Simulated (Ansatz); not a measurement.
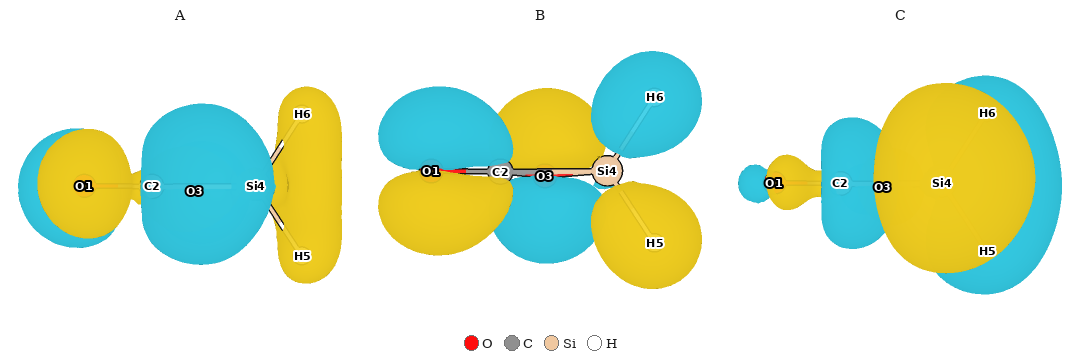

*CH₂O₂Si (SMILES O=C1O[SiH2]1). Three frontier orbitals at ±0.08 Å⁻³ᐟ² (yellow and cyan are the two phases), in no order.*

Geometry: PBE0-D4/def2-TZVP.

The calculation used Ansatz 0.2.0, RKS PBE0-D4/def2-TZVPP.

Input

```
crystal:
  periodic: [false, false, false]
  atoms:
    - {symbol: O, position_ang: [1.262371, -1.666579, 0.916653]}
    - {symbol: C, position_ang: [0.559832, -0.862170, 0.414520]}
    - {symbol: O, position_ang: [-0.629737, -0.998145, -0.249641]}
    - {symbol: Si, position_ang: [-0.201567, 0.667204, -0.211303]}
    - {symbol: H, position_ang: [0.133837, 1.265883, -1.520621]}
    - {symbol: H, position_ang: [-1.082637, 1.529708, 0.604192]}
basis:
  gaussian: {orbitals: def2-TZVPP}
hamiltonian: {xc: pbe0, dispersion: d4}
output: {orbitals: {seedname: orbitals}}
```

Launched as:

```sh
ansatz run in.yaml --threads 2 --pin off --events-out ev --progress --plain --max-ram 4352MiB
```

Order the three orbitals by energy and name them.

Answer. B is the HOMO−1 (−9.60 eV). It lies mainly on O3 (about 45 %), O1 (about 30 %) and C2 (about 10 %); largely a combination of lone pairs on O3 and O1. A is the HOMO (−7.49 eV). Its weight (Hirshfeld) is mainly on O1 (about 40 %), Si4 (about 20 %), O3 (about 20 %) and C2 (about 20 %). C is the LUMO (−1.62 eV). Its weight (Hirshfeld) is mainly on Si4 (about 65 %), C2 (about 10 %), O3 (about 10 %), H5 (about 5 %) and H6 (about 5 %).

What is the HOMO–LUMO gap?

Answer. 5.87 eV between the orbital energies.
